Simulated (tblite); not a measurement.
**Geometry relaxation, with input and output: C$_{6}$H$_{8}$BNSi**

- system: C$_{6}$H$_{8}$BNSi, SMILES [SiH3]C#CBn1cccc1
- method: GFN2-xTB geometry optimisation, gas phase (tblite 0.8.0)

It belongs to a series of runs on one base structure; here: H on B replaced by N-pyrrolyl.

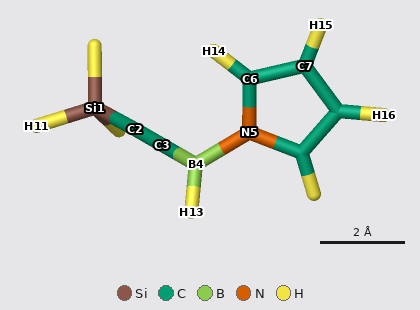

The starting structure (stick view, seen at a tilt; atoms are numbered from 1 in the order of the input).

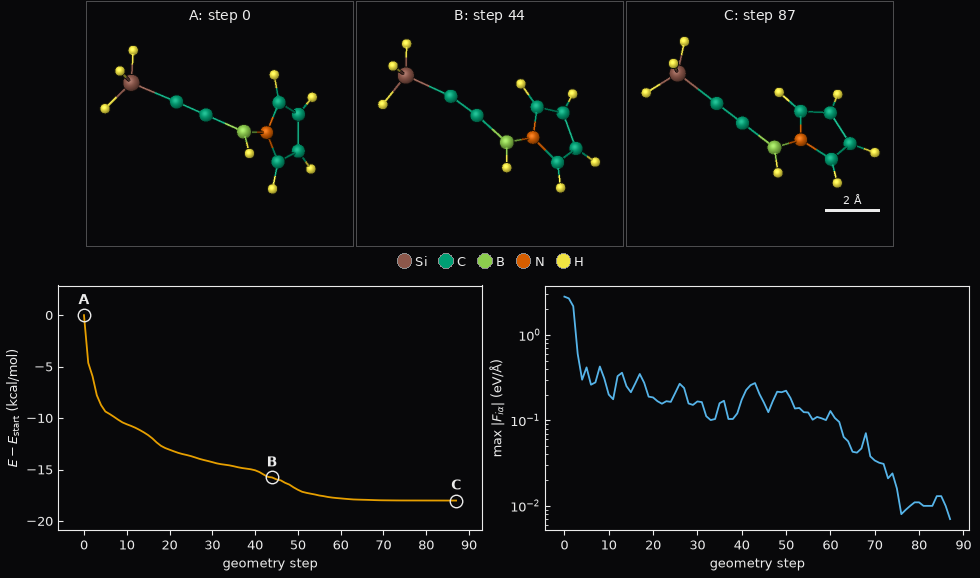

Frames of the relaxation (ball-and-stick view, seen at a tilt) above the curves, on which the letters mark them (steps are counted from 0).

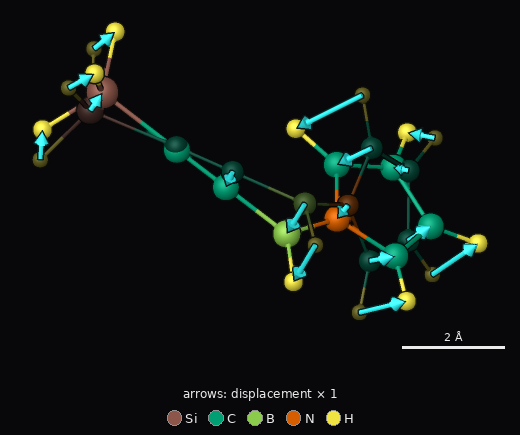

Start (faint) and end (solid) with the displacements as teal arrows, at true length (ball-and-stick view, seen at a tilt). The two geometries are laid on each other by the best rigid fit. Over 87 geometry steps the energy falls by 18.0 kcal/mol. The largest force component goes from 2.8 to 0.007 eV/Å. The atom that moves furthest after the best rigid fit is H14 (1.61 Å). By element the largest moves are H 1.61 Å, C 0.85 Å, B 0.80 Å, Si 0.45 Å, N 0.37 Å. Among the contacts that change: B4–N5 1.535 → 1.418 Å, C7–C8 1.375 → 1.425 Å, C3–B4 1.552 → 1.509 Å, C8–C9 1.393 → 1.356 Å. Among the angles that change: N5–C6–H14 127.0° → 120.1°, N5–C9–H17 126.3° → 120.5°, C8–C9–H17 124.5° → 130.0°. (Atoms are counted from 1 in the order of the input.)

The input that produced these results follows, with the program's output.

The input:
```
{"job": {"kind": "relax", "xc": "GFN2-xTB", "basis": "xTB"}, "charge": 0, "multiplicity": 1}
Si     4.057400    -0.422200     1.115700
C      2.465700    -0.272000     0.212300
C      1.426500    -0.195000    -0.392400
B      0.087000    -0.094600    -1.170700
N     -1.212200     0.105200    -0.377100
C     -1.484600     1.222300     0.345100
C     -2.739900     1.026400     0.884600
C     -3.243000    -0.194900     0.502100
C     -2.250400    -0.749600    -0.302200
H      4.025100     0.569800     2.207600
H      5.190900    -0.053700     0.240500
H      4.269200    -1.784800     1.621200
H      0.035000    -0.608300    -2.239200
H     -0.834800     2.094400     0.481100
H     -3.278500     1.730400     1.536800
H     -4.201400    -0.660000     0.751400
H     -2.319000    -1.701300    -0.777300
```

The first line tells a small driver script what to run in tblite; the rest is the geometry in Å.

Launch command:
```bash
OMP_NUM_THREADS=1 python <driver script> task.json out
```

Log:
```
step      E/eV     max force
  0    -618.76596    3.259
  1    -618.96709    3.140
  2    -619.02315    2.575
  3    -619.10323    0.734
  4    -619.14487    0.464
  5    -619.17176    0.589
  6    -619.18229    0.273
  7    -619.19401    0.280
  8    -619.20641    0.457
  9    -619.21763    0.361
 10    -619.22550    0.219
 11    -619.23236    0.201
 12    -619.24008    0.331
 13    -619.24936    0.365
 14    -619.25964    0.276
 15    -619.27111    0.289
 16    -619.28522    0.350
 17    -619.30220    0.448
 18    -619.31632    0.324
 19    -619.32568    0.237
 20    -619.33262    0.209
 21    -619.33937    0.211
 22    -619.34576    0.227
 23    -619.35085    0.191
 24    -619.35494    0.190
 25    -619.35963    0.226
 26    -619.36527    0.283
 27    -619.37118    0.245
 28    -619.37603    0.193
 29    -619.38036    0.192
 30    -619.38499    0.194
 31    -619.38999    0.170
 32    -619.39349    0.154
 33    -619.39598    0.137
 34    -619.39860    0.133
 35    -619.40231    0.186
 36    -619.40651    0.193
 37    -619.40996    0.123
 38    -619.41247    0.125
 39    -619.41508    0.139
 40    -619.41931    0.190
 41    -619.42662    0.251
 42    -619.43739    0.264
 43    -619.44710    0.335
 44    -619.44970    0.232
 45    -619.45766    0.189
 46    -619.46172    0.166
 47    -619.47196    0.194
 48    -619.47948    0.234
 49    -619.49124    0.314
 50    -619.50140    0.267
 51    -619.50985    0.207
 52    -619.51430    0.183
 53    -619.51792    0.166
 54    -619.52133    0.158
 55    -619.52550    0.145
 56    -619.52821    0.145
 57    -619.53170    0.148
 58    -619.53424    0.121
 59    -619.53619    0.116
 60    -619.53772    0.139
 61    -619.53937    0.124
 62    -619.54086    0.105
 63    -619.54221    0.070
 64    -619.54284    0.058
 65    -619.54338    0.053
 66    -619.54382    0.060
 67    -619.54440    0.058
 68    -619.54502    0.078
 69    -619.54552    0.045
 70    -619.54580    0.039
 71    -619.54597    0.035
 72    -619.54615    0.043
 73    -619.54633    0.031
 74    -619.54644    0.027
 75    -619.54649    0.019
 76    -619.54652    0.010
 77    -619.54654    0.012
 78    -619.54657    0.013
 79    -619.54660    0.014
 80    -619.54663    0.011
 81    -619.54666    0.012
 82    -619.54669    0.014
 83    -619.54672    0.013
 84    -619.54675    0.017
 85    -619.54680    0.016
 86    -619.54683    0.011
 87    -619.54685    0.008
```

Trajectory as extended XYZ (Å, eV, eV/Å), 13 of the 88 frames kept, from step=0 to step=87:
```
17
Properties=species:S:1:pos:R:3:forces:R:3 step=0 energy=-618.76596
Si    4.0574   -0.4222    1.1157    0.6670   0.2000   0.3050
C     2.4657   -0.2720    0.2123    0.5720  -0.1390   0.2720
C     1.4265   -0.1950   -0.3924   -1.9570   0.7510  -1.1370
B     0.0870   -0.0946   -1.1707   -0.6000  -1.1350   1.5270
N    -1.2122    0.1052   -0.3771    2.8160   0.1000  -1.6370
C    -1.4846    1.2223    0.3451   -0.7760   0.2470   0.8950
C    -2.7399    1.0264    0.8846   -0.1700   2.2280   1.2610
C    -3.2430   -0.1949    0.5021    0.2580  -1.5500  -0.9280
C    -2.2504   -0.7496   -0.3022   -1.5550   0.0450   0.4780
H     4.0251    0.5698    2.2076   -0.0620  -0.1600  -0.0580
H     5.1909   -0.0537    0.2405   -0.2330  -0.0870  -0.0010
H     4.2692   -1.7848    1.6212   -0.1410   0.0830  -0.0540
H     0.0350   -0.6083   -2.2392   -0.0960   0.3640   0.2430
H    -0.8348    2.0944    0.4811   -0.2710  -0.8280  -0.3060
H    -3.2785    1.7304    1.5368    0.4590  -0.3270  -0.4820
H    -4.2014   -0.6600    0.7514    0.6740   0.3580  -0.1050
H    -2.3190   -1.7013   -0.7773    0.4150  -0.1510  -0.2730
17
Properties=species:S:1:pos:R:3:forces:R:3 step=7 energy=-619.19401
Si    4.0545   -0.4040    1.1091    0.0710   0.0560   0.0220
C     2.4483   -0.2708    0.1891    0.1970   0.0790   0.0880
C     1.3924   -0.1158   -0.3912   -0.2790   0.0220  -0.0090
B     0.0485   -0.2120   -1.0773    0.0680   0.2040  -0.0370
N    -1.1829    0.1101   -0.3973    0.0190  -0.0300   0.1150
C    -1.4887    1.1969    0.3882    0.0670  -0.0100   0.0080
C    -2.7384    1.0572    0.9125    0.1520  -0.1240  -0.0970
C    -3.2143   -0.2024    0.4735   -0.1150   0.1370   0.0540
C    -2.2693   -0.7338   -0.3434    0.0720  -0.0100  -0.0370
H     4.0150    0.5587    2.2169   -0.0450  -0.0440  -0.0130
H     5.1735   -0.0604    0.2229   -0.0920  -0.0100  -0.0540
H     4.2440   -1.7705    1.6129   -0.1150   0.0560  -0.0490
H     0.0078   -0.5930   -2.1901   -0.0820  -0.2350   0.1200
H    -0.8271    2.0358    0.4543    0.1780  -0.0090   0.0270
H    -3.2636    1.7562    1.5332    0.0410  -0.0010  -0.0050
H    -4.1483   -0.6436    0.7398   -0.1970  -0.1110   0.0110
H    -2.2584   -1.6968   -0.8135    0.0610   0.0280  -0.1430
17
Properties=species:S:1:pos:R:3:forces:R:3 step=14 energy=-619.25964
Si    4.0516   -0.3705    1.1021   -0.1590  -0.0140  -0.0610
C     2.4471   -0.1907    0.1872   -0.0700   0.0660   0.0170
C     1.3690   -0.0600   -0.3618    0.2520   0.0610  -0.0820
B     0.0434   -0.2039   -1.0589    0.1510  -0.2070   0.0440
N    -1.1685    0.1034   -0.3747    0.0300  -0.1210  -0.0700
C    -1.4538    1.1730    0.4247    0.0480   0.0890  -0.0440
C    -2.7157    1.0456    0.9127    0.0470   0.0590   0.1480
C    -3.2162   -0.1983    0.4493   -0.0900   0.0540   0.0500
C    -2.2569   -0.7274   -0.3548   -0.2210  -0.0610  -0.1530
H     3.9908    0.5548    2.2376    0.0790   0.0110  -0.0230
H     5.1350   -0.0553    0.1635   -0.0290   0.0120   0.0750
H     4.1590   -1.7549    1.5821   -0.0140   0.0670  -0.0510
H    -0.0330   -0.7475   -2.0943    0.0630  -0.1100  -0.0260
H    -0.7421    1.9678    0.4879    0.0460   0.1660   0.1900
H    -3.2225    1.7583    1.5300   -0.0870  -0.0120   0.0810
H    -4.1632   -0.6340    0.7070    0.0320   0.0250  -0.0790
H    -2.2310   -1.6485   -0.9000   -0.0790  -0.0820  -0.0150
17
Properties=species:S:1:pos:R:3:forces:R:3 step=22 energy=-619.34576
Si    4.0122   -0.3081    1.0952   -0.1260   0.0060  -0.0660
C     2.4244   -0.0191    0.1971   -0.0940  -0.0160  -0.1430
C     1.3921    0.0350   -0.4439    0.1480  -0.0720   0.1570
B     0.0558   -0.3071   -1.0362    0.0880   0.0060  -0.0040
N    -1.1413    0.0760   -0.3773   -0.0230  -0.0470  -0.1030
C    -1.3871    1.1305    0.4704   -0.0890  -0.0340   0.0710
C    -2.6566    1.0289    0.9443   -0.1220   0.0530   0.0330
C    -3.2253   -0.1543    0.3978   -0.0040  -0.0230  -0.0160
C    -2.2852   -0.6869   -0.4220   -0.1210  -0.0900   0.0100
H     4.0306    0.5713    2.2596    0.0830   0.0700   0.0730
H     5.0770   -0.0301    0.1357    0.1310   0.0410   0.0210
H     4.0275   -1.7153    1.5069    0.0140   0.0150   0.0030
H    -0.0092   -1.0599   -1.9337    0.0010   0.0000  -0.0020
H    -0.6463    1.8847    0.6549    0.0270  -0.0640  -0.0410
H    -3.1713    1.7203    1.5794    0.0560   0.0510   0.1310
H    -4.1953   -0.5666    0.6126    0.0640   0.1370  -0.0610
H    -2.3089   -1.5873   -1.0011   -0.0330  -0.0320  -0.0620
17
Properties=species:S:1:pos:R:3:forces:R:3 step=29 energy=-619.38036
Si    4.0097   -0.2543    1.0901   -0.0130  -0.0240  -0.0660
C     2.4421    0.0313    0.1539   -0.0910  -0.0220   0.0160
C     1.3801    0.0252   -0.4384    0.1220   0.0050   0.0890
B     0.0468   -0.3512   -1.0216    0.0620  -0.1000   0.0910
N    -1.1624    0.0409   -0.3907    0.0230   0.0000  -0.0440
C    -1.3753    1.0798    0.4878   -0.0060   0.0130   0.0290
C    -2.6469    1.0242    0.9609   -0.0140  -0.0860   0.0050
C    -3.2557   -0.1189    0.3640   -0.0340  -0.0460   0.0050
C    -2.3348   -0.6802   -0.4627   -0.0720   0.0480   0.0480
H     4.1047    0.5983    2.2728   -0.0580   0.0680   0.0280
H     5.1180    0.0032    0.1781    0.1210   0.0510  -0.0710
H     3.9861   -1.6682    1.4752    0.0040  -0.0100   0.0350
H     0.0106   -1.1659   -1.8636   -0.0420   0.0250  -0.0750
H    -0.6036    1.7967    0.6864    0.0680  -0.0230   0.0020
H    -3.0996    1.7013    1.6653    0.0230  -0.1060  -0.1300
H    -4.2494   -0.4803    0.5497    0.0060   0.0570  -0.0250
H    -2.3774   -1.5695   -1.0676   -0.0980   0.1520   0.0630
17
Properties=species:S:1:pos:R:3:forces:R:3 step=36 energy=-619.40651
Si    4.0411   -0.2070    1.0654    0.1120  -0.0140   0.0870
C     2.4533    0.0506    0.1591    0.0730  -0.0190   0.0230
C     1.3775   -0.0138   -0.4006   -0.0440  -0.0590  -0.0230
B     0.0517   -0.4234   -0.9798   -0.1700   0.0010  -0.0910
N    -1.1717    0.0008   -0.3964   -0.0790  -0.0510   0.1330
C    -1.3485    1.0207    0.5158   -0.0200   0.0280  -0.0270
C    -2.6253    1.0046    0.9780    0.0320  -0.0460  -0.0030
C    -3.2824   -0.0876    0.3409    0.0080   0.0800  -0.0240
C    -2.3814   -0.6593   -0.4975   -0.0010   0.0140   0.0020
H     4.1130    0.6443    2.2594   -0.0400   0.0200  -0.0750
H     5.1926    0.0540    0.1892   -0.1270  -0.0150   0.0310
H     3.9720   -1.6202    1.4701    0.0890   0.0640  -0.0190
H     0.0058   -1.2191   -1.8404    0.0430  -0.0130  -0.0140
H    -0.5443    1.7025    0.7165    0.0010  -0.0500   0.0810
H    -3.0639    1.6689    1.6985    0.0330   0.0030  -0.0520
H    -4.3022   -0.3862    0.4934    0.0370  -0.0010  -0.0100
H    -2.4944   -1.5178   -1.1320    0.0550   0.0580  -0.0210
17
Properties=species:S:1:pos:R:3:forces:R:3 step=44 energy=-619.44970
Si    4.0655   -0.0873    1.0488    0.0380  -0.0300   0.0000
C     2.4460   -0.0064    0.1565   -0.0990  -0.1620   0.0100
C     1.3478   -0.2110   -0.3258    0.1630   0.0850   0.0270
B     0.0185   -0.6094   -0.9173   -0.0010   0.0700  -0.0530
N    -1.1896   -0.1306   -0.3403   -0.0910   0.0540  -0.0680
C    -1.2845    0.8492    0.6331   -0.0490  -0.1370   0.0250
C    -2.5811    0.9819    1.0182    0.0990  -0.0590  -0.1650
C    -3.3424    0.0510    0.2462    0.1150   0.0310   0.1350
C    -2.4748   -0.5912   -0.5755    0.2040   0.0900  -0.0630
H     4.0408    0.8644    2.1723    0.0070  -0.1150  -0.1030
H     5.2112    0.1758    0.1680   -0.1290   0.0860  -0.0110
H     4.1420   -1.4942    1.4768    0.0160   0.1180   0.1000
H     0.0184   -1.3620   -1.8214   -0.1770   0.0280   0.0890
H    -0.3978    1.3634    0.9640   -0.1480  -0.0810  -0.0190
H    -2.9675    1.6804    1.7356   -0.0050  -0.0740   0.0190
H    -4.3928   -0.1437    0.3448   -0.0170   0.1110  -0.0840
H    -2.6667   -1.3184   -1.3447    0.0740  -0.0140   0.1640
17
Properties=species:S:1:pos:R:3:forces:R:3 step=51 energy=-619.50985
Si    4.0786   -0.0733    1.0506   -0.0370  -0.0020  -0.0750
C     2.4432   -0.2308    0.1972   -0.0240   0.0100  -0.0030
C     1.3475   -0.3595   -0.3118   -0.0770  -0.0190  -0.0310
B    -0.0066   -0.6528   -0.9233    0.0990  -0.0370   0.0770
N    -1.1915   -0.1656   -0.3131    0.1060  -0.0720   0.0580
C    -1.2585    0.7505    0.7194   -0.0770  -0.0310  -0.1010
C    -2.5606    0.9740    1.0273    0.0040  -0.0330   0.0230
C    -3.3478    0.1247    0.1940    0.0670   0.1830  -0.0500
C    -2.4882   -0.5326   -0.6238    0.1590   0.0250   0.1300
H     3.9490    0.9791    2.0630    0.0010  -0.0600   0.0590
H     5.1160    0.3136    0.0920   -0.0240  -0.0020  -0.0620
H     4.3916   -1.3925    1.6136   -0.0250   0.0800   0.0470
H    -0.0941   -1.3396   -1.8682   -0.0050  -0.0260  -0.0270
H    -0.3613    1.1602    1.1500   -0.1030  -0.0160  -0.1330
H    -2.9305    1.6822    1.7402   -0.0620  -0.0560   0.1330
H    -4.4167    0.0412    0.2159   -0.0020   0.0110  -0.0430
H    -2.6769   -1.2667   -1.3832    0.0010   0.0450  -0.0010
17
Properties=species:S:1:pos:R:3:forces:R:3 step=58 energy=-619.53424
Si    4.0723   -0.0266    1.0286   -0.0500  -0.0120  -0.0090
C     2.4315   -0.2514    0.1994   -0.0620   0.0050  -0.0340
C     1.3403   -0.4121   -0.3119    0.0830  -0.0720   0.0500
B    -0.0145   -0.7363   -0.8982    0.0080   0.0300   0.1060
N    -1.1847   -0.2225   -0.2806    0.0080   0.0840  -0.0250
C    -1.2405    0.6781    0.7654   -0.0760  -0.0230  -0.0180
C    -2.5373    0.9697    1.0435   -0.0050  -0.0640   0.0350
C    -3.3387    0.2095    0.1412    0.0400  -0.0450   0.0440
C    -2.4870   -0.4959   -0.6431    0.0300   0.0100  -0.0240
H     3.9281    1.0140    2.0516   -0.0020   0.0080  -0.0030
H     5.0649    0.3781    0.0276   -0.0390  -0.0290   0.0110
H     4.4329   -1.3046    1.6564   -0.0120   0.0490  -0.0510
H    -0.1287   -1.4412   -1.8269    0.0290  -0.0100  -0.0170
H    -0.3334    1.0289    1.2180   -0.0180   0.0250   0.0000
H    -2.9035    1.6321    1.8055    0.0380  -0.0170  -0.0450
H    -4.4107    0.1737    0.1018    0.0260   0.0890   0.0200
H    -2.6980   -1.1816   -1.4387    0.0030  -0.0280  -0.0400
17
Properties=species:S:1:pos:R:3:forces:R:3 step=65 energy=-619.54338
Si    4.0591    0.0141    1.0163   -0.0010  -0.0010   0.0060
C     2.4244   -0.2932    0.2111   -0.0230  -0.0330   0.0290
C     1.3336   -0.5081   -0.2771    0.0070   0.0040   0.0220
B    -0.0228   -0.8065   -0.8656   -0.0110   0.0150   0.0270
N    -1.1836   -0.2555   -0.2651   -0.0120   0.0170  -0.0150
C    -1.2301    0.6109    0.8089   -0.0090  -0.0130  -0.0020
C    -2.5203    0.9438    1.0656    0.0130   0.0430  -0.0290
C    -3.3267    0.2579    0.1116    0.0060   0.0180   0.0090
C    -2.4853   -0.4584   -0.6746   -0.0140   0.0140  -0.0080
H     3.8827    1.0689    2.0183    0.0060   0.0300  -0.0090
H     5.0068    0.4200   -0.0226    0.0170   0.0180  -0.0060
H     4.4964   -1.2220    1.6706   -0.0150  -0.0180  -0.0220
H    -0.1441   -1.4936   -1.8058    0.0120  -0.0340  -0.0270
H    -0.3215    0.9158    1.2923   -0.0330  -0.0080  -0.0020
H    -2.8766    1.6109    1.8266    0.0170  -0.0310   0.0140
H    -4.3956    0.3114    0.0313    0.0260  -0.0200   0.0180
H    -2.7034   -1.1044   -1.5024    0.0160  -0.0020  -0.0070
17
Properties=species:S:1:pos:R:3:forces:R:3 step=72 energy=-619.54615
Si    4.0540    0.0369    1.0088   -0.0090  -0.0190   0.0210
C     2.4144   -0.3145    0.2325    0.0010   0.0050   0.0080
C     1.3248   -0.5439   -0.2513   -0.0020  -0.0110  -0.0030
B    -0.0273   -0.8412   -0.8505   -0.0030   0.0020   0.0080
N    -1.1855   -0.2676   -0.2669   -0.0030   0.0020  -0.0070
C    -1.2261    0.5793    0.8219    0.0310   0.0300   0.0010
C    -2.5098    0.9403    1.0671    0.0000   0.0000   0.0210
C    -3.3202    0.2889    0.0938   -0.0040  -0.0050  -0.0070
C    -2.4861   -0.4333   -0.6955   -0.0140  -0.0120  -0.0020
H     3.8717    1.1044    1.9981    0.0110   0.0010  -0.0160
H     4.9893    0.4474   -0.0406   -0.0030   0.0100  -0.0040
H     4.5062   -1.1949    1.6617    0.0050   0.0050  -0.0030
H    -0.1435   -1.5361   -1.7872    0.0070  -0.0050  -0.0020
H    -0.3207    0.8573    1.3266   -0.0100  -0.0190  -0.0190
H    -2.8553    1.5901    1.8465   -0.0180   0.0120   0.0110
H    -4.3869    0.3639    0.0087    0.0080  -0.0120  -0.0060
H    -2.7061   -1.0649   -1.5341    0.0040   0.0170  -0.0010
17
Properties=species:S:1:pos:R:3:forces:R:3 step=80 energy=-619.54663
Si    4.0520    0.0391    1.0083   -0.0030  -0.0040   0.0090
C     2.4105   -0.3224    0.2414    0.0010   0.0000   0.0010
C     1.3226   -0.5565   -0.2438   -0.0010  -0.0020  -0.0010
B    -0.0288   -0.8495   -0.8465   -0.0030   0.0000   0.0060
N    -1.1855   -0.2673   -0.2684   -0.0070  -0.0080   0.0000
C    -1.2245    0.5751    0.8242    0.0000   0.0020  -0.0030
C    -2.5078    0.9383    1.0707    0.0010   0.0010  -0.0050
C    -3.3184    0.2953    0.0913    0.0050  -0.0020  -0.0020
C    -2.4859   -0.4262   -0.6998    0.0030   0.0030  -0.0070
H     3.8719    1.1140    1.9888    0.0040   0.0020   0.0050
H     4.9777    0.4565   -0.0467    0.0020  -0.0020  -0.0110
H     4.5152   -1.1873    1.6627    0.0060   0.0030   0.0010
H    -0.1435   -1.5470   -1.7815    0.0000  -0.0010  -0.0020
H    -0.3174    0.8389    1.3318   -0.0010   0.0100   0.0010
H    -2.8547    1.5872    1.8507   -0.0030  -0.0020   0.0070
H    -4.3842    0.3725    0.0011   -0.0040   0.0000   0.0080
H    -2.7062   -1.0486   -1.5447   -0.0010   0.0010  -0.0080
17
Properties=species:S:1:pos:R:3:forces:R:3 step=87 energy=-619.54685
Si    4.0532    0.0360    1.0112   -0.0040   0.0040  -0.0030
C     2.4095   -0.3241    0.2472   -0.0020  -0.0010   0.0060
C     1.3223   -0.5563   -0.2408    0.0020  -0.0020   0.0020
B    -0.0285   -0.8479   -0.8464    0.0030   0.0020   0.0000
N    -1.1856   -0.2618   -0.2730    0.0000   0.0030  -0.0040
C    -1.2254    0.5809    0.8195    0.0000   0.0010   0.0000
C    -2.5096    0.9374    1.0700   -0.0020   0.0010   0.0010
C    -3.3198    0.2912    0.0926   -0.0040  -0.0010  -0.0020
C    -2.4861   -0.4245   -0.7027   -0.0060  -0.0020   0.0010
H     3.8823    1.1124    1.9923   -0.0030  -0.0030   0.0000
H     4.9707    0.4525   -0.0520    0.0050  -0.0040  -0.0040
H     4.5217   -1.1885    1.6652    0.0020   0.0000  -0.0020
H    -0.1426   -1.5482   -1.7797    0.0020   0.0030   0.0040
H    -0.3188    0.8519    1.3239    0.0060   0.0010   0.0020
H    -2.8580    1.5830    1.8523    0.0000   0.0000   0.0040
H    -4.3868    0.3625    0.0098    0.0010  -0.0010  -0.0070
H    -2.7055   -1.0445   -1.5498    0.0000  -0.0010   0.0020
```

Results in brief:

| quantity | value |
| --- | --- |
| outcome | converged |
| total energy | −619.5469 eV |
| hardware | 1 CPU thread, shared host |
| wall time | 0.54 s |
| peak memory | 0.18 GiB |
